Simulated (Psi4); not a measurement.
**BSiH5 (BH2(SiH3)): levels of theory compared**

We compute a comparison of 6 runs (HF/STO-3G, HF/def2-SVP, B3LYP/6-31G*, UB3LYP5/aug-pcseg-0, M06-2X/cc-pVDZ, CCSD(T)/6-311G*) of BSiH5 (BH2(SiH3)). 

The calculation is run with Psi4 1.11.

3 further runs of the same task are left out: 1 that didn't finish, 2 set aside as unsound or not needed.

### Step 1. The structure to begin with

BSiH5 has 7 atoms, charge 0, and is taken as a singlet. SMILES: `[H]B([H])[SiH3]`. The coordinates come from a GFN2-xTB relaxation.

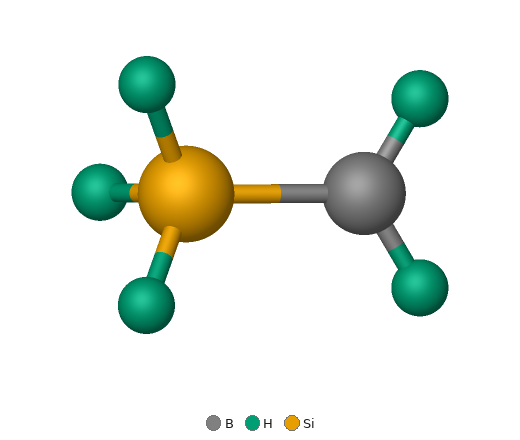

Viewed from a chosen angle; boron grey, hydrogen teal, silicon amber.

### Step 2. The energy at HF/STO-3G (run 1)

job.dat reads:

```
memory 1600 MB

molecule {
  B      1.12540750     1.96259396     0.01126277
  H      3.33563117     2.03510276     0.05177850
  H      0.07411506     3.90602611    -0.09070685
  Si    -0.71371176    -1.24338310     0.03477096
  H     -3.23851815    -1.14462601     1.19617774
  H      0.56791939    -3.33381703     1.34750701
  H     -1.15082431    -2.18189668    -2.55079012
  units bohr
  symmetry c1
  no_reorient
  no_com
}

set {
  puream true
  e_convergence 1e-09
  d_convergence 1e-08
  scf_type pk
}

energy("hf/STO-3G")
print_variables()
```

On the command line:

```sh
$ psi4 job.dat job.out -n 1
```

job.out:

```text
[...]
  Running in c1 symmetry.
[...]
  Nuclear repulsion =   48.520134234401496
[...]
  Multiplicity = 1
[...]
  Nalpha       = 12
  Nbeta        = 12
[...]
    Number of basis functions: 19
[...]
   @RHF iter   1:  -312.83342540893938   -2.26238e+00   6.64038e-03 DIIS/ADIIS
[...]
   @RHF iter   9:  -312.84673738516562   -1.81899e-12   2.65228e-09 DIIS
[...]
    Orbital Energies [Eh]
    ---------------------
    Doubly Occupied:
       1A    -67.951022     2A     -7.397758     3A     -5.936333
       4A     -3.961786     5A     -3.961642     6A     -3.961435
       7A     -0.711040     8A     -0.615466     9A     -0.475897
      10A     -0.413080    11A     -0.398041    12A     -0.370024
[...]
  @RHF Final Energy:  -312.84673738516562
   => Energetics <=
    Nuclear Repulsion Energy =             48.5201342344014961
    One-Electron Energy =                -530.4266978114573021
    Two-Electron Energy =                 169.0598261918901528
    Total Energy =                       -312.8467373851656248
[...]
 Multipole Moments:
 ------------------------------------------------------------------------------------
     Multipole            Electronic (a.u.)      Nuclear  (a.u.)        Total (a.u.)
 ------------------------------------------------------------------------------------
 L = 1.  Multiply by 2.5417464519 to convert [e a0] to [Debye]
 Dipole X            :          4.8710845           -4.7766040            0.0944805
 Dipole Y            :          8.4771740           -8.3136045            0.1635696
 Dipole Z            :         -0.4929350            0.4970736            0.0041386
 Magnitude           :                                                    0.1889410
[...]
```

It took 4.5 s on 1 thread of AMD EPYC 7R43 (Zen 3), shared host; peak memory 0.17 GiB.

### Step 3. Energy and forces at HF/def2-SVP (run 2)

calc.dat reads:

```
memory 1600 mb

molecule {
  0 1
  B
  H 1 1.170426
  H 1 1.170492 2 116.5509
  Si 1 1.955895 2 121.70535 3 178.6475
  H 4 1.471576 1 115.06316 2 151.27725
  H 4 1.471814 5 104.35564 1 127.2088
  H 4 1.473832 5 104.90324 6 110.0512
  symmetry c1
}

set {
  basis def2-SVP
  reference rhf
  puream true
  e_convergence 1e-09
  d_convergence 1e-08
  scf_type pk
}

e, wfn = gradient("scf", return_wfn=True)
oeprop(wfn, "WIBERG_LOWDIN_INDICES", "LOWDIN_CHARGES", "MAYER_INDICES", title="SCF")
```

On the command line:

```sh
$ psi4 -n 1 calc.dat calc.out
```

calc.out:

```text
[...]
  Running in c1 symmetry.
[...]
  Nuclear repulsion =   48.520134055900712
[...]
  Multiplicity = 1
[...]
  Nalpha       = 12
  Nbeta        = 12
[...]
    Number of basis functions: 57
[...]
   @RHF iter   1:  -316.32995491760948   -7.19876e-01   2.57596e-03 ADIIS/DIIS
[...]
   @RHF iter  10:  -316.36572851365452   -1.65414e-11   9.25351e-09 DIIS
[...]
    Orbital Energies [Eh]
    ---------------------
    Doubly Occupied:
       1A    -68.729441     2A     -7.619124     3A     -6.106998
       4A     -4.217102     5A     -4.216796     6A     -4.216474
       7A     -0.755856     8A     -0.659246     9A     -0.522021
      10A     -0.477302    11A     -0.461986    12A     -0.435212
[...]
  @RHF Final Energy:  -316.36572851365452
   => Energetics <=
    Nuclear Repulsion Energy =             48.5201340559007122
    One-Electron Energy =                -532.9366051334330905
    Two-Electron Energy =                 168.0507425638778898
    Total Energy =                       -316.3657285136545170
[...]
 Multipole Moments:
 ------------------------------------------------------------------------------------
     Multipole            Electronic (a.u.)      Nuclear  (a.u.)        Total (a.u.)
 ------------------------------------------------------------------------------------
 L = 1.  Multiply by 2.5417464519 to convert [e a0] to [Debye]
 Dipole X            :         -0.1151821            0.0978477           -0.0173344
 Dipole Y            :          1.0098477           -0.7162715            0.2935762
 Dipole Z            :          0.6270559           -0.4447689            0.1822870
 Magnitude           :                                                    0.3460000
[...]
  -Total Gradient:
     Atom            X                  Y                   Z
    ------   -----------------  -----------------  -----------------
       1        0.000230519207    -0.009818771965    -0.006148965149
       2       -0.000177465716     0.000564864423    -0.015491437769
       3       -0.000183764885    -0.013531965147     0.007460490427
       4        0.001433557883     0.027622465299     0.017102417055
       5        0.003632996329    -0.005109842312     0.005529922987
       6        0.003535997009     0.002555047646    -0.007067396219
       7       -0.008471839826    -0.002281797943    -0.001385031333
[...]
```

Run time: 6 s. Hardware: 1 thread of AMD EPYC 7R43 (Zen 3), shared host; peak memory 0.2 GiB.

Run 3 isn't shown in full; the table further down has it.

### Step 4. A single-point energy at UB3LYP5/aug-pcseg-0 (sfX2C, density fitting) (run 4)

run.py reads:

```python
import psi4

psi4.set_memory('1600 MB')
psi4.set_num_threads(1)
psi4.core.set_output_file('bh5si.out', False)

m = psi4.geometry("""
B
H 1 1.170426
H 1 1.170492 2 116.5509
Si 1 1.955895 2 121.70535 3 178.6475
H 4 1.471576 1 115.06316 2 151.27725
H 4 1.471814 5 104.35564 1 127.2088
H 4 1.473832 5 104.90324 6 110.0512
units angstrom
""")

psi4.set_options({
    'reference': 'uks',
    'scf_type': 'disk_df',
    'damping_percentage': 10,
    'print': 2,
    'diis': False,
    'maxiter': 60,
    'relativistic': 'x2c',
})

result, w = psi4.energy('b3lyp5/aug-pcseg-0', return_wfn=True)
print('E =', round(result, 9))
for k, v in sorted(psi4.core.scalar_variables().items()):
    print(f'{k:45s} {v:18.10f}')
```

On the command line:

```sh
$ python run.py
```

bh5si.out:

```text
[...]
  Running in c1 symmetry.
[...]
  Nuclear repulsion =   48.520134055900712
[...]
  Multiplicity = 1
[...]
  Nalpha       = 12
  Nbeta        = 12
[...]
    WARNING: The X2C and Dirac Hamiltonians have substatially different eigenvalues!
             This is probably caused by the recontraction of the basis set.
[...]
   @DF-UKS iter   1:  -317.26157633804820   -4.46514e-01   8.26653e-03 ADIIS
[...]
   @DF-UKS iter  25:  -317.36627057386852   -3.06730e-07   6.05058e-07 DAMP=10%
[...]
   @S^2 Observed:                7.105427358E-14
[...]
    Orbital Energies [Eh]
    ---------------------
    Alpha Occupied:
       1A    -66.230526     2A     -6.776260     3A     -5.244880
       4A     -3.642411     5A     -3.641986     6A     -3.641561
       7A     -0.578920     8A     -0.493733     9A     -0.383178
      10A     -0.357422    11A     -0.335757    12A     -0.321960
    Alpha Virtual:
      13A     -0.102530    14A      0.005781    15A      0.018882
      16A      0.034154    17A      0.038239    18A      0.039622
      19A      0.044734    20A      0.046363    21A      0.063935
      22A      0.073976    23A      0.082309    24A      0.085899
      25A      0.098201    26A      0.122904    27A      0.132915
[...]
  @DF-UKS Final Energy:  -317.36627057386852
   => Energetics <=
    Nuclear Repulsion Energy =             48.5201340559007122
    One-Electron Energy =                -533.1268703242878928
    Two-Electron Energy =                 188.7578571493484390
    DFT Exchange-Correlation Energy =     -21.5173914548297738
    Empirical Dispersion Energy =           0.0000000000000000
    VV10 Nonlocal Energy =                  0.0000000000000000
    Total Energy =                       -317.3662705738685190
[...]
 Multipole Moments:
 ------------------------------------------------------------------------------------
     Multipole            Electronic (a.u.)      Nuclear  (a.u.)        Total (a.u.)
 ------------------------------------------------------------------------------------
 L = 1.  Multiply by 2.5417464519 to convert [e a0] to [Debye]
 Dipole X            :         -0.0831270            0.0978477            0.0147207
 Dipole Y            :          0.9260851           -0.7162715            0.2098135
 Dipole Z            :          0.5747481           -0.4447689            0.1299792
 Magnitude           :                                                    0.2472509
[...]
```

Standard output:

```text
E = -317.366270574
CURRENT ENERGY                                   -317.3662705739
CURRENT REFERENCE ENERGY                         -317.3662705739
DD SOLVATION ENERGY                                 0.0000000000
DFT FUNCTIONAL TOTAL ENERGY                      -317.3662705739
DFT TOTAL ENERGY                                 -317.3662705739
DFT VV10 ENERGY                                     0.0000000000
DFT XC ENERGY                                     -21.5173914548
GRID ELECTRONS ALPHA                               12.0000022543
GRID ELECTRONS BETA                                12.0000022543
GRID ELECTRONS TOTAL                               24.0000045085
NUCLEAR REPULSION ENERGY                           48.5201340559
ONE-ELECTRON ENERGY                              -533.1268703243
PCM POLARIZATION ENERGY                             0.0000000000
PE ENERGY                                           0.0000000000
SCF ITERATION ENERGY                             -317.3662705739
SCF ITERATIONS                                     25.0000000000
SCF TOTAL ENERGY                                 -317.3662705739
TWO-ELECTRON ENERGY                               188.7578571493
XC GRID RADIAL POINTS                              75.0000000000
XC GRID SPHERICAL POINTS                          302.0000000000
XC GRID TOTAL POINTS                           153469.0000000000
```

It took 16 s on 1 thread of AMD EPYC 7R43 (Zen 3), shared host; peak memory 0.38 GiB.

Run 5 isn't shown in full; the table further down has it.

### Step 5. A single-point energy at CCSD(T)/6-311G(d) (density fitting, density fitting for correlation) (run 6)

calc.py reads:

```python
import psi4

psi4.set_memory('1600 MB')
psi4.set_num_threads(1)
psi4.set_output_file('bh5si.out', False)

molecule = psi4.geometry("""
0 1
B
H 1 1.170426
H 1 1.170492 2 116.5509
Si 1 1.955895 2 121.70535 3 178.6475
H 4 1.471576 1 115.06316 2 151.27725
H 4 1.471814 5 104.35564 1 127.2088
H 4 1.473832 5 104.90324 6 110.0512
""")

psi4.set_options({
    'basis': '6-311G*',
    'scf_type': 'df',
    'freeze_core': True,
    'cc_type': 'df',
    'guess': 'sap',
    'd_convergence': 1e-05,
    'maxiter': 80,
})

result = psi4.energy("ccsd(t)")
print(f'ccsd(t) energy: {result:.10f} Eh')
```

On the command line:

```sh
$ python calc.py
```

bh5si.out:

```text
[...]
  Running in c1 symmetry.
[...]
  Nuclear repulsion =   48.520134055900712
[...]
  Multiplicity = 1
[...]
  Nalpha       = 12
  Nbeta        = 12
[...]
    Number of basis functions: 59
[...]
   @DF-RHF iter   1:  -316.01546071991186   -3.16015e+02   1.72328e-02 ADIIS/DIIS
[...]
   @DF-RHF iter   9:  -316.48111275769025   -2.29727e-09   1.78591e-07 DIIS
[...]
    Orbital Energies [Eh]
    ---------------------
    Doubly Occupied:
       1A    -68.754627     2A     -7.613596     3A     -6.106250
       4A     -4.213059     5A     -4.212759     6A     -4.212430
       7A     -0.759151     8A     -0.662898     9A     -0.521926
      10A     -0.477751    11A     -0.462477    12A     -0.434263
[...]
  @DF-RHF Final Energy:  -316.48111275769025
   => Energetics <=
    Nuclear Repulsion Energy =             48.5201340559007122
    One-Electron Energy =                -533.1401276711821993
    Two-Electron Energy =                 168.1388808575912037
    Total Energy =                       -316.4811127576903118
[...]
 Multipole Moments:
 ------------------------------------------------------------------------------------
     Multipole            Electronic (a.u.)      Nuclear  (a.u.)        Total (a.u.)
 ------------------------------------------------------------------------------------
 L = 1.  Multiply by 2.5417464519 to convert [e a0] to [Debye]
 Dipole X            :         -0.1155798            0.0978477           -0.0177321
 Dipole Y            :          1.0055163           -0.7162715            0.2892448
 Dipole Z            :          0.6244666           -0.4447689            0.1796977
 Magnitude           :                                                    0.3409813
[...]
      * MP2 total energy:                  -316.640768451628
[...]
      * CCSD total energy:                 -316.679884684298
[...]
      * CCSD(T) total energy                -316.684820107238
[...]
```

The script printed:

```text
ccsd(t) energy: -316.6848201072 Eh
```

Wall time 14 s (1 thread of AMD EPYC 7R43 (Zen 3), shared host); peak memory 0.2 GiB.

### Step 6. All runs side by side

```
run                                                               level      task               properties  energy (Eh)  dipole moment (D)  HOMO energy (eV)  LUMO energy (eV)  wall time
  1                                                           HF/STO-3G    energy                        –  -312.846737               0.48            -10.07              5.99      4.5 s
  2                                                         HF/def2-SVP  gradient  (wiberg, lowdin, mayer)  -316.365729               0.88            -11.84              1.10        6 s
  3                                  B3LYP/6-31G* (Cartesian functions)  gradient                        –  -317.301746               0.68             -8.41             -2.51       12 s
  4                        UB3LYP5/aug-pcseg-0 (sfX2C, density fitting)    energy                        –  -317.366271               0.63             -8.76             -2.79       16 s
  5                                                      M06-2X/cc-pVDZ    energy                        –  -317.236473               0.64             -9.83             -1.50       32 s
  6  CCSD(T)/6-311G* (density fitting, density fitting for correlation)    energy                        –  -316.684820                  –            -11.82              1.09       14 s
```

### Step 7. Results

| quantity | value |
| --- | --- |
| run 6: total energy | -316.68482 Eh |
| run 6: HOMO energy (Hartree–Fock orbitals) | -11.82 eV |
| run 6: LUMO energy (Hartree–Fock orbitals) | 1.09 eV |
| run 6: HOMO–LUMO gap (Hartree–Fock orbitals) | 12.91 eV |
| run 6: correlation energy (6 core orbitals frozen) | -203.7 mEh |
| run 6: (T) correction | -4.94 mEh |
| run 6: T1 diagnostic | 0.015 |

Over runs 1, 2, 3, 4, 5 the dipole moment (its size) runs from 0.48 D (HF/STO-3G) to 0.88 D (HF/def2-SVP). Over runs 1, 2, 3, 4, 5 the HOMO–LUMO gap runs from 5.90 eV (B3LYP/6-31G*) to 16.06 eV (HF/STO-3G). The two ends differ in method and basis. Totals of different functionals can't be ranked against each other. Some runs of one species differ in core potentials or relativity; totals across that change don't compare. In run 1 the basis is minimal, so the values are rough. All runs together took 84 s, the longest 32 s.
